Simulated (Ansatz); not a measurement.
# C$_{3}$H$_{2}$S: what the fields show

| atom | x (Å) | y (Å) | z (Å) |
| --- | --- | --- | --- |
| C | -4.3596 | 1.5214 | 2.3567 |
| C | -3.6469 | 0.5623 | 2.1909 |
| C | -2.8236 | -0.5582 | 1.9630 |
| S | -1.9214 | -1.3095 | 3.1013 |
| H | -4.9818 | 2.3668 | 2.5246 |
| H | -2.8137 | -0.9238 | 0.9349 |

Geometry: B3LYP-D3(BJ)/6-311G**.

Method: Ansatz, isolated molecule in a Gaussian basis; Kohn-Sham density functional theory, functional PBE0.

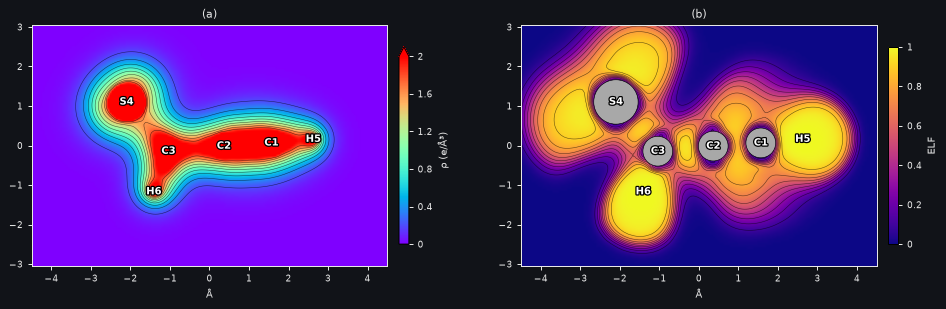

Figure 1. (a) electron density; (b) ELF on the molecular plane. Grey discs cover the atomic cores in the ELF map.

Interpret the plot.

Atoms in the plane: C, S and H. C–C (1.21 Å): ρ at the midpoint is about 2.8 e/Å³; the ELF peaks at about 0.85 between the atoms; a short, multiple covalent bond. C–S (1.64 Å): ρ at the midpoint is about 1.6 e/Å³; the ELF peaks at about 0.90 between the atoms, as expected for a covalent bond. C–H (1.06 Å): the density is about 2.2 e/Å³ at the midpoint; the ELF climbs to about 1 towards the hydrogen, as it does in any bond to H; a covalent bond by its length. The ELF also peaks beside S4, away from the bonds: lone-pair regions.

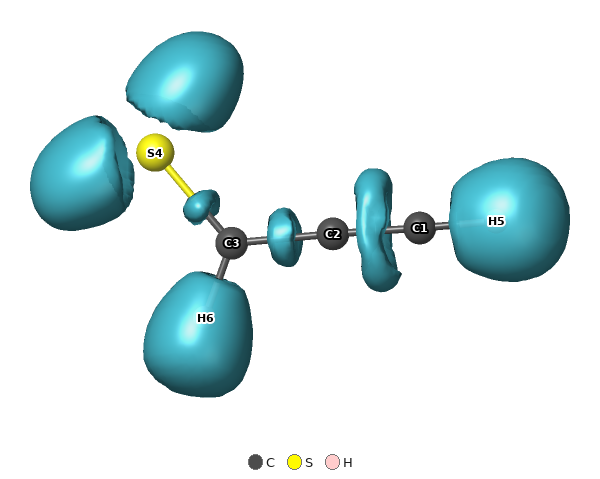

Figure 2. Isosurface of the electron localisation function at 0.85 (cyan), seen across its widest extent. Only the valence region is drawn (cores and ρ < 0.01 e/Å³ removed).

Describe the localisation domains.

At this value the surface marks out two regions between bonded C–C atoms (shared pairs), one region between bonded C–S atoms (shared pairs), two regions around hydrogen nuclei and two lobes on S, pointing away from the bonds (lone pairs, which may merge into one lobe).

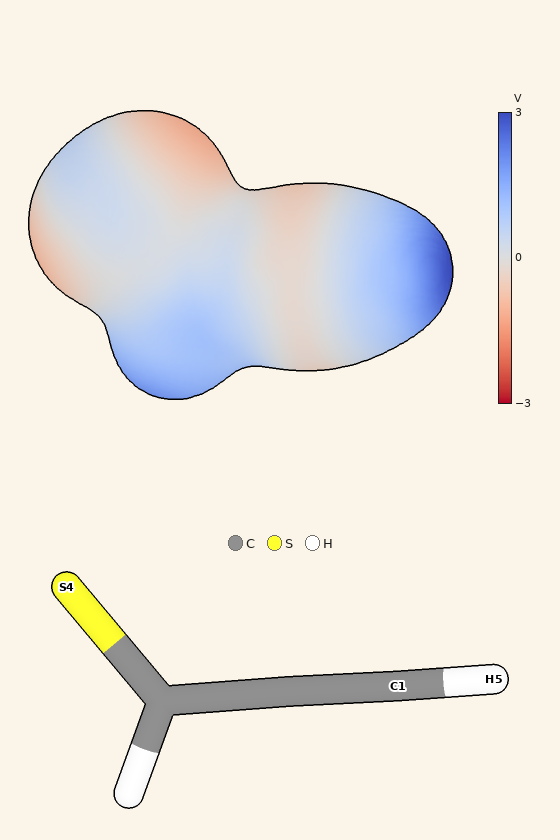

Figure 3. The electrostatic potential painted on the density surface at 0.004 e/bohr³, seen across its widest extent; red is negative and blue positive. The bare structure is drawn below in the same view.

Where is the surface potential most negative and most positive?

The most negative region (about −1.1 V, or −25 kcal/mol for a unit charge) lies over S4, the most positive (about +2.9 V, or +67 kcal/mol for a unit charge) over H5.
